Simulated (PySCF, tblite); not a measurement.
# C4H9FSi3: geometry, infrared bands and NMR shifts

Wanted: the infrared bands and NMR shifts of C4H9FSi3 (`CC#C[Si@@H]1C[Si@H](F)[SiH2]1`), by calculation.

Computed with tblite 0.8.0 and PySCF 2.14.0, with density-fitted response routines of our own, on a single molecule in the gas phase. Atoms count from 0, in the outputs and in this text.

### Step 1. The molecule as given

17 atoms, charge 0, multiplicity 1; geometry from: force field or distance geometry start.

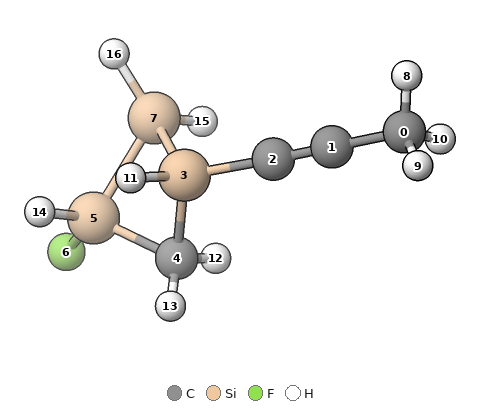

As it starts; carbon grey, silicon light orange, fluorine green, hydrogen white, atoms numbered.

### Step 2. Geometry optimisation with GFN2-xTB

What the job is given:

```
{"job": {"kind": "relax", "xc": "GFN2-xTB", "basis": "xTB"}, "charge": 0, "multiplicity": 1}
C      3.956400     0.087500    -0.266300
C      2.492500     0.165500     0.023200
C      1.315600     0.232300     0.269600
Si    -0.458100     0.375300     0.626900
C     -1.353800    -1.286000     0.547900
Si    -2.922700    -0.261800     0.305100
F     -4.195100    -1.092300    -0.367200
Si    -1.701100     0.994600    -1.081400
H      4.336100     1.125100    -0.470800
H      4.507100    -0.313900     0.603400
H      4.076100    -0.532300    -1.176100
H     -0.799400     1.005100     1.912400
H     -1.141600    -1.796500    -0.413500
H     -1.308300    -1.885500     1.451300
H     -3.229200     0.524000     1.530100
H     -1.508300     0.276000    -2.332100
H     -2.073200     2.394900    -1.172400
```

Launch:

```sh
$ OMP_NUM_THREADS=1 python probes_run.py task.json out
```

The driver reads the jobs from task.json and runs them one after another.

What it wrote:

```text
step      E/eV     max force
  0    -625.06045    2.569
  1    -625.32762    2.364
  2    -625.38172    5.083
  3    -625.53603    1.043
  4    -625.59835    0.880
  5    -625.70047    0.800
  6    -625.76647    0.857
  7    -625.82950    0.682
  8    -625.88731    0.700
  9    -625.94295    0.593
 10    -625.98526    0.666
 11    -626.01514    0.564
 12    -626.03129    0.265
 13    -626.03993    0.208
 14    -626.04821    0.267
 15    -626.05763    0.375
 16    -626.06715    0.309
 17    -626.07531    0.231
 18    -626.08337    0.288
 19    -626.09408    0.330
 20    -626.10655    0.318
 21    -626.11857    0.367
 22    -626.13087    0.332
 23    -626.14307    0.307
 24    -626.15295    0.281
 25    -626.16212    0.253
 26    -626.17119    0.247
 27    -626.17897    0.309
 28    -626.18734    0.364
 29    -626.19741    0.293
 30    -626.20729    0.248
 31    -626.21621    0.297
 32    -626.22400    0.302
 33    -626.22962    0.230
 34    -626.23369    0.203
 35    -626.23710    0.218
 36    -626.24081    0.221
 37    -626.24452    0.157
 38    -626.24845    0.142
 39    -626.25029    0.152
 40    -626.25491    0.169
 41    -626.25879    0.171
 42    -626.26289    0.160
 43    -626.26577    0.127
 44    -626.26845    0.122
 45    -626.27123    0.140
 46    -626.27396    0.134
 47    -626.27648    0.152
 48    -626.27915    0.141
 49    -626.28157    0.172
 50    -626.28264    0.136
 51    -626.28435    0.076
 52    -626.28525    0.079
 53    -626.28642    0.089
 54    -626.28782    0.118
 55    -626.28972    0.133
 56    -626.29163    0.091
 57    -626.29337    0.099
 58    -626.29542    0.127
 59    -626.29832    0.173
 60    -626.30212    0.188
 61    -626.30645    0.153
 62    -626.31065    0.185
 63    -626.31377    0.235
 64    -626.31848    0.193
 65    -626.32362    0.154
 66    -626.32810    0.109
 67    -626.33003    0.135
 68    -626.33323    0.131
 69    -626.33660    0.157
 70    -626.33923    0.188
 71    -626.34149    0.126
 72    -626.34299    0.086
 73    -626.34425    0.083
 74    -626.34536    0.093
 75    -626.34786    0.152
 76    -626.35068    0.176
 77    -626.35323    0.145
 78    -626.35493    0.131
 79    -626.35610    0.102
 80    -626.35685    0.170
 81    -626.35812    0.110
 82    -626.35977    0.087
 83    -626.36103    0.107
 84    -626.36261    0.103
 85    -626.36389    0.083
 86    -626.36493    0.055
 87    -626.36569    0.049
 88    -626.36634    0.053
 89    -626.36683    0.050
 90    -626.36714    0.062
 91    -626.36743    0.045
 92    -626.36776    0.048
 93    -626.36810    0.037
 94    -626.36836    0.032
 95    -626.36852    0.036
 96    -626.36865    0.032
 97    -626.36881    0.036
 98    -626.36900    0.037
 99    -626.36920    0.035
100    -626.36942    0.052
101    -626.36964    0.050
102    -626.36985    0.046
103    -626.37002    0.030
104    -626.37017    0.040
105    -626.37033    0.031
106    -626.37052    0.083
107    -626.37078    0.057
108    -626.37113    0.057
109    -626.37152    0.065
110    -626.37201    0.074
111    -626.37249    0.068
112    -626.37287    0.045
113    -626.37307    0.036
114    -626.37319    0.022
115    -626.37328    0.022
116    -626.37345    0.032
117    -626.37365    0.040
118    -626.37392    0.040
119    -626.37415    0.030
120    -626.37425    0.021
121    -626.37430    0.018
122    -626.37433    0.018
123    -626.37439    0.015
124    -626.37447    0.018
125    -626.37458    0.022
126    -626.37469    0.023
127    -626.37479    0.023
128    -626.37488    0.023
129    -626.37496    0.020
130    -626.37504    0.017
131    -626.37510    0.017
132    -626.37514    0.013
133    -626.37519    0.013
134    -626.37524    0.016
135    -626.37529    0.017
136    -626.37535    0.017
137    -626.37540    0.016
138    -626.37544    0.017
139    -626.37549    0.021
140    -626.37555    0.022
141    -626.37562    0.020
142    -626.37568    0.017
143    -626.37575    0.025
144    -626.37583    0.028
145    -626.37593    0.032
146    -626.37602    0.022
147    -626.37608    0.013
148    -626.37610    0.012
149    -626.37613    0.013
150    -626.37616    0.016
151    -626.37621    0.016
152    -626.37625    0.013
153    -626.37629    0.010
154    -626.37632    0.010
155    -626.37635    0.009
```

Run time: 1.2 s. Hardware: 1 thread of Arm Neoverse V2, shared host; peak memory 0.18 GiB.

The steps of the relaxation: (not every step is listed)

```csv
step,energy from step 0 (eV),largest force (eV/Å)
0,0.0000,2.5694
1,-0.2672,2.3643
2,-0.3213,5.0827
3,-0.4756,1.0431
4,-0.5379,0.8804
5,-0.6400,0.7998
6,-0.7060,0.8572
7,-0.7691,0.6816
8,-0.8269,0.7002
22,-1.0704,0.3315
36,-1.1804,0.2209
50,-1.2222,0.1356
64,-1.2580,0.1930
78,-1.2945,0.1308
92,-1.3073,0.0478
106,-1.3101,0.0832
120,-1.3138,0.0212
134,-1.3148,0.0155
148,-1.3157,0.0122
150,-1.3157,0.0155
151,-1.3158,0.0162
152,-1.3158,0.0132
153,-1.3158,0.0105
154,-1.3159,0.0098
155,-1.3159,0.0091
```

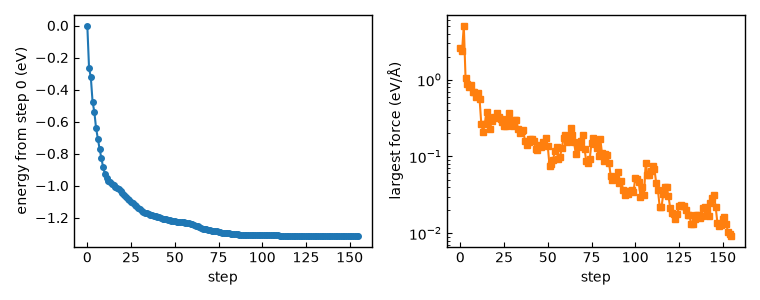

Energy and force, step by step.

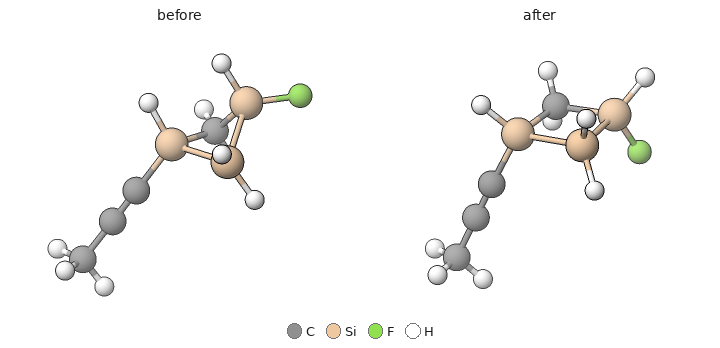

Before and after, at one scale.

Close pairs (by a distance rule), those that changed most:

```csv
bond,before (Å),after (Å),change (Å)
Si3–Si7,2.202,2.357,+0.155
Si5–Si7,2.235,2.327,+0.093
Si3–C4,1.889,1.942,+0.053
C0–C1,1.494,1.446,-0.048
C4–Si5,1.889,1.925,+0.035
Si5–F6,1.662,1.627,-0.034
C0–H8,1.124,1.090,-0.034
C2–Si3,1.815,1.846,+0.031
```

The end geometry stands in the next job.

### Step 3. Harmonic vibrations with GFN2-xTB

What the job is given:

```
{"job": {"kind": "ir", "xc": "GFN2-xTB", "basis": "xTB"}, "charge": 0, "multiplicity": 1}
C      3.757496    -0.333961    -0.562170
C      2.443609     0.057570    -0.102450
C      1.351412     0.384519     0.290788
Si    -0.349097     0.855705     0.831993
C     -1.396453    -0.740254     1.190790
Si    -2.726886    -0.697323    -0.199196
F     -2.364153    -1.868105    -1.269609
Si    -1.901588     1.375016    -0.863633
H      4.331461     0.547571    -0.848052
H      4.288845    -0.860292     0.230817
H      3.667632    -0.993484    -1.425180
H     -0.172010     1.684624     2.038614
H     -0.797975    -1.650244     1.166522
H     -1.841298    -0.710473     2.185282
H     -4.066871    -1.118960     0.198161
H     -1.436467     1.558064    -2.245241
H     -2.794654     2.522058    -0.627345
```

What it wrote:

```text
mode    cm-1     km/mol
  1     -25.4      0.00
  2      25.3      1.17
  3      56.8      0.87
  4      87.5      0.43
  5     137.5      6.48
  6     178.8     15.25
  7     188.1      3.20
  8     212.6     12.21
  9     311.3     12.20
 10     311.9      1.76
 11     322.3     15.20
 12     342.8      5.13
 13     366.7      4.21
 14     421.1     43.88
 15     431.3     16.17
 16     464.0    146.51
 17     531.1     46.25
 18     578.2     51.93
 19     599.7    251.10
 20     607.3    117.40
 21     646.0    116.76
 22     675.8    222.43
 23     694.4    184.61
 24     716.0    125.29
 25     780.0    210.51
 26     816.9    240.40
 27     958.8      7.33
 28    1015.2      5.82
 29    1015.6      5.14
 30    1102.5      2.00
 31    1112.5     59.84
 32    1383.0      1.36
 33    1451.1      6.15
 34    1451.7      6.28
 35    1472.7      2.27
 36    2130.6    250.00
 37    2148.2    527.52
 38    2180.7    327.82
 39    2259.9    466.64
 40    2313.6    200.13
 41    2978.2     41.44
 42    2995.2     11.58
 43    2999.8     19.48
 44    3001.3     20.94
 45    3008.3     28.21
```

It took 0.72 s on 1 thread of Arm Neoverse V2, shared host; peak memory 0.18 GiB.

The strongest bands and the atoms that carry them (share of the mass-weighted mode):

```csv
cm⁻¹,km/mol,atoms
600,251.1,"H16 30 %, H15 26 %, H11 15 %, H14 12 %"
676,222.4,"H14 58 %, C4 16 %"
780,210.5,"F6 42 %, Si5 41 %"
817,240.4,"H16 45 %, H15 44 %"
2131,250.0,H11 91 %
2148,527.5,H16 92 %
2181,327.8,H15 94 %
2260,466.6,H14 96 %
```

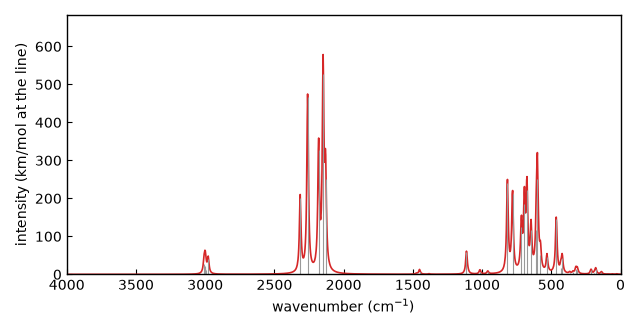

The infrared spectrum from these modes, unscaled. Lines are broadened to a width of 14 cm⁻¹ (Lorentzian).

### Step 4. Shielding tensors: PBE0/pcSseg-1

The job, as its differences from that of step 3:

```diff
@@ -1,2 +1,2 @@
-{"job": {"kind": "ir", "xc": "GFN2-xTB", "basis": "xTB"}, "charge": 0, "multiplicity": 1}
+{"job": {"kind": "nmr", "xc": "PBE0", "basis": "pcSseg-1"}, "charge": 0, "multiplicity": 1}
 C      3.757496    -0.333961    -0.562170
```

Level: GIAO PBE0/pcSseg-1 NMR shielding, non-relativistic, gas phase.

What it wrote:

```text
coarse grid: 15888 points
cycle   1  E = -1125.3000309115  dE =  6.893e-01  |g| = 7.066e-01  |ddm| = 4.052e+00
cycle   2  E = -1125.2114571572  dE =  8.857e-02  |g| = 1.009e+00  |ddm| = 1.796e+00
cycle   3  E = -1125.4012036827  dE = -1.897e-01  |g| = 1.202e-01  |ddm| = 1.106e+00
cycle   4  E = -1125.4035194993  dE = -2.316e-03  |g| = 5.825e-02  |ddm| = 1.426e-01
cycle   5  E = -1125.4042096102  dE = -6.901e-04  |g| = 2.820e-02  |ddm| = 5.945e-02
cycle   6  E = -1125.4043888431  dE = -1.792e-04  |g| = 4.407e-03  |ddm| = 2.517e-02
cycle   7  E = -1125.4043936655  dE = -4.822e-06  |g| = 1.422e-03  |ddm| = 6.879e-03
final grid: 140568 points
cycle   8  E = -1125.4555057773  dE = -2.590e-05  |g| = 6.909e-03  |ddm| = 3.479e-02
cycle   9  E = -1125.4554986207  dE =  7.157e-06  |g| = 8.516e-03  |ddm| = 1.644e-02
cycle  10  E = -1125.4555179565  dE = -1.934e-05  |g| = 8.417e-04  |ddm| = 9.559e-03
cycle  11  E = -1125.4555181232  dE = -1.667e-07  |g| = 2.270e-04  |ddm| = 1.126e-03
cycle  12  E = -1125.4555181320  dE = -8.733e-09  |g| = 1.119e-04  |ddm| = 2.670e-04
cycle  13  E = -1125.4555181346  dE = -2.609e-09  |g| = 3.943e-05  |ddm| = 1.092e-04
cycle  14  E = -1125.4555181349  dE = -3.499e-10  |g| = 1.293e-05  |ddm| = 4.011e-05
converged SCF energy = -1125.4555181349

GIAO shielding tensors (ppm)
atom      isotropic    diamagn.    paramagn.     s11        s22        s33       span
  0 C      180.539     251.648     -71.109    172.035    172.333    197.250     25.215
  1 C       68.816     276.044    -207.227    -24.547    -20.310    251.306    275.854
  2 C      103.706     258.504    -154.798     14.409     25.358    271.351    256.942
  3 Si     409.309     882.968    -473.658    371.904    410.168    445.856     73.952
  4 C      167.383     261.776     -94.393    145.629    172.760    183.760     38.131
  5 Si     303.274     878.342    -575.068    230.524    305.481    373.817    143.293
  6 F      382.208     470.914     -88.706    336.916    373.598    436.110     99.194
  7 Si     422.316     882.209    -459.893    334.020    423.078    509.850    175.831
  8 H       29.563      26.618       2.945     24.530     27.800     36.359     11.829
  9 H       29.559      27.297       2.262     24.524     27.791     36.362     11.838
 10 H       29.540      30.289      -0.750     24.407     28.193     36.019     11.612
 11 H       26.634      29.807      -3.173     23.069     25.332     31.502      8.433
 12 H       30.336      34.045      -3.710     26.016     28.681     36.310     10.295
 13 H       30.611      30.993      -0.381     26.258     28.747     36.829     10.571
 14 H       25.464      27.649      -2.185     21.926     24.060     30.406      8.480
 15 H       27.146      30.406      -3.260     24.025     25.163     32.250      8.226
 16 H       27.393      29.597      -2.204     24.385     25.448     32.346      7.961
```

Run time: 46 s. Hardware: 1 thread of Arm Neoverse V2, shared host; peak memory 0.91 GiB.

Shifts follow as δ = σ(reference) − σ, with reference shieldings (ppm) from runs at the same level and on the same kind of geometry: 1H TMS 31.72, 13C TMS 186.9, 29Si TMS 349.2, 19F CFCl3 170.9. The references are single molecules in the gas phase, so shifts against H2O, NH3, PH3, H3PO4 or CFCl3 are not on the usual liquid scales and can be off by tens of ppm. Atoms listed in one row are averaged.

```csv
atoms,environment,σ (ppm),δ (ppm),δ scaled to CDCl3
C1,alkyne carbon,68.8,118.1,113.4
C2,alkyne carbon,103.7,83.2,79.3
C4,sp3 CH2 bonded to 2 Si,167.4,19.5,17.2
C0,propargylic methyl carbon,180.5,6.4,4.3
H14,"hydrogen on a silicon bonded to C, F, Si, in a 4-membered ring",25.46,6.25,–
H11,"hydrogen on a silicon bonded to 2 C, Si, in a 4-membered ring",26.63,5.08,–
H15,"hydrogen on a silicon bonded to 2 Si, in a 4-membered ring",27.15,4.57,–
H16,"hydrogen on a silicon bonded to 2 Si, in a 4-membered ring",27.39,4.32,–
"H8, H9, H10",hydrogen on a propargylic methyl carbon,29.55,2.16,2.14
H12,hydrogen on an sp3 CH2 bonded to 2 Si,30.34,1.38,1.41
H13,hydrogen on an sp3 CH2 bonded to 2 Si,30.61,1.11,1.15
Si5,"silicon bonded to C, F, Si, H, in a 4-membered ring",303.3,45.9,–
Si3,"silicon bonded to 2 C, Si, H, in a 4-membered ring",409.3,-60.2,–
Si7,"silicon bonded to 2 Si, 2 H, in a 4-membered ring",422.3,-73.2,–
F6,fluorine bonded to Si,382.2,-211.3,–
```

The scaled column applies a straight-line fit of computed shieldings to shifts measured in CDCl3, and one for carbons that bear F (root-mean-square error 0.16 ppm for H, 1.9 ppm for C).

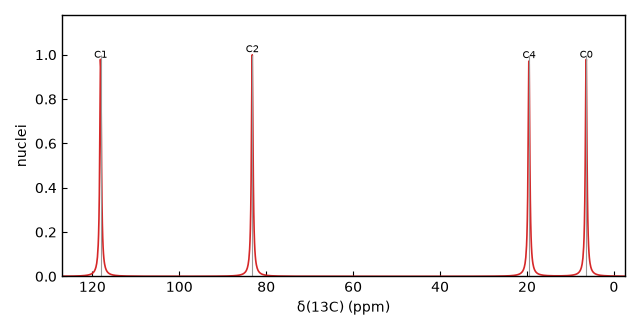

13C lines at the computed shifts, without couplings. Lines are broadened to a width of 0.45 ppm (Lorentzian).

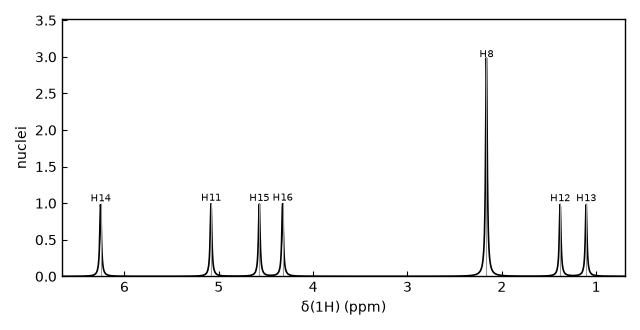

1H lines at the computed shifts, without couplings. Lines are broadened to a width of 0.02 ppm (Lorentzian).

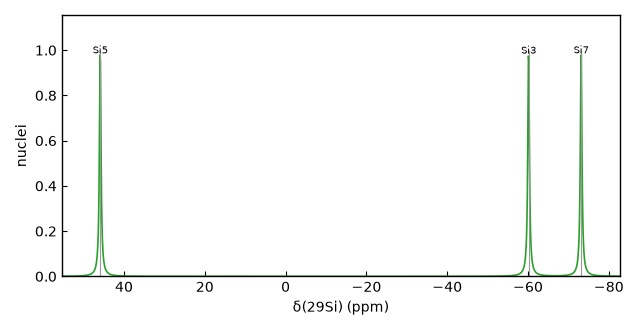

29Si lines at the computed shifts, without couplings. Lines are broadened to a width of 0.48 ppm (Lorentzian).

The run also stored atomic charges by several schemes (e):

```csv
atoms,Mulliken,IAO,Hirshfeld,ESP fit
C0,-0.16,-0.44,-0.09,-0.57
C1,-0.14,0.01,-0.02,0.26
C2,-0.39,-0.37,-0.19,-0.50
Si3,0.56,0.64,0.29,0.48
C4,-0.88,-0.84,-0.26,-0.47
Si5,0.90,0.95,0.36,0.56
F6,-0.43,-0.54,-0.22,-0.31
Si7,-0.08,0.10,0.15,-0.05
```

Mulliken charges:

C0 -0.16; C1 -0.14; C2 -0.39; Si3 0.56; C4 -0.88; Si5 0.90; F6 -0.43; Si7 -0.08; H8 0.15; H9 0.15; H10 0.16; H11 -0.05; H12 0.19; H13 0.17; H14 -0.10; H15 -0.01; H16 -0.03

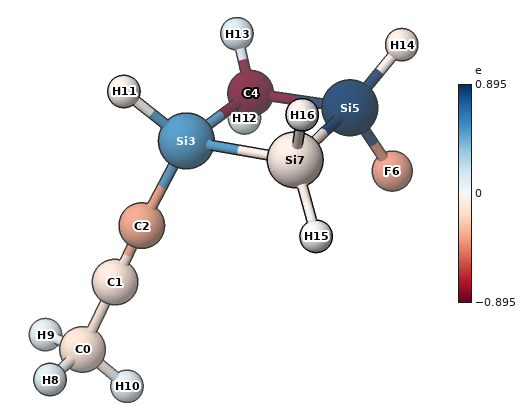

Mulliken charges, as colours on the atoms.

Mayer bond orders: C0–C1 1.18, C1–C2 2.52, C2–Si3 1.00, Si3–C4 0.89, C4–Si5 0.89, Si5–F6 0.91, Si5–Si7 0.85, Si7–Si3 0.87.

Ring of atoms Si3, C4, Si5, Si7: NICS(0) 3.1, NICS(1) -0.5, NICS(1)zz 5.7 ppm (means of both faces; NICS(1) differs between them: -1.6 and 0.6).

### Step 5. Outcome

```
                                                              quantity                                         value
                             strongest single infrared mode (GFN2-xTB)                         2148 cm⁻¹, 528 km/mol
                                          zero-point energy (GFN2-xTB)                                 67.9 kcal/mol
                                13C shifts against TMS (PBE0/pcSseg-1)                    118.1, 83.2, 19.5, 6.4 ppm
1H shifts against TMS (PBE0/pcSseg-1, means over atoms taken as alike)  6.25, 5.08, 4.57, 4.32, 2.16, 1.38, 1.11 ppm
                               29Si shifts against TMS (PBE0/pcSseg-1)                        45.9, -60.2, -73.2 ppm
                              19F shifts against CFCl3 (PBE0/pcSseg-1)                                    -211.3 ppm
```

In words: Relaxing lowered the energy by 1.316 eV in 155 steps; the close pair that moved most is Si3–Si7, from 2.202 to 2.357 Å. The lowest mode is imaginary (25i cm⁻¹), so the xTB geometry is not a minimum. The strongest single mode, at 2148 cm⁻¹, moves mainly H16. GFN2-xTB is a fitted tight-binding method: band positions and strengths are rough. Its intensities can rank the bands wrongly. At PBE0/pcSseg-1: The widest tensor belongs to C1: span 276 ppm, with a paramagnetic part of -207 ppm.
